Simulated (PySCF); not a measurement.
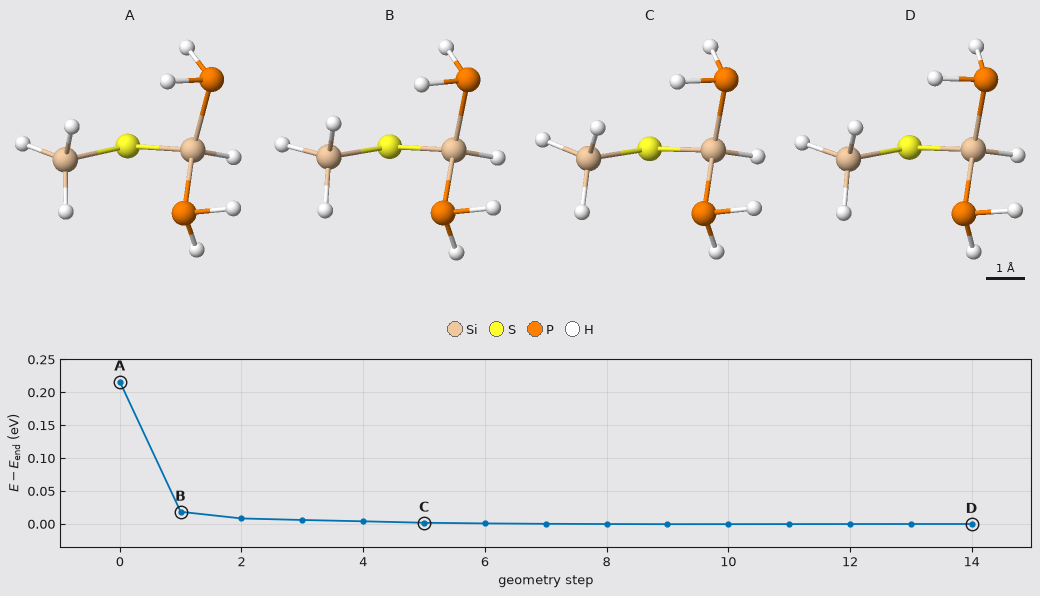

Frames of a relaxation of Si2P2H8S, marked on the history of the run. Style: ball-and-stick. Shown from a free direction.

The start comes from GFN2-xTB. Its atoms were then displaced at random by about 0.01 Å.

The calculation used PySCF, PBE0-D3(BJ)/def2-SVP geometry optimisation, gas phase. 

**Describe the path.**

The largest move after the best rigid fit is that of an H atom, 0.41 Å. By element the largest moves are H 0.41 Å, P 0.20 Å, Si 0.09 Å, S 0.07 Å. Near-neighbour distances that change, for instance: H–P 1.358 → 1.428 Å, H–Si 1.426 → 1.491 Å, H–Si 1.461 → 1.492 Å, H–P 1.399 → 1.429 Å. Bond angles that change, for instance: H–Si–H 115.8° → 109.8°, S–Si–H 101.2° → 105.5°, S–Si–H 107.1° → 110.8°. Over 14 geometry steps the energy falls by 0.216 eV. The run took 2.2 min on 1 thread of Arm Neoverse V1 (shared host). From step 0 to 1: an H atom moves most (0.18 Å), energy −0.198 eV. From step 1 to 5: H atoms move most (0.16 Å), energy −0.017 eV. From step 5 to 14: an H atom moves most (0.15 Å), energy −0.002 eV.
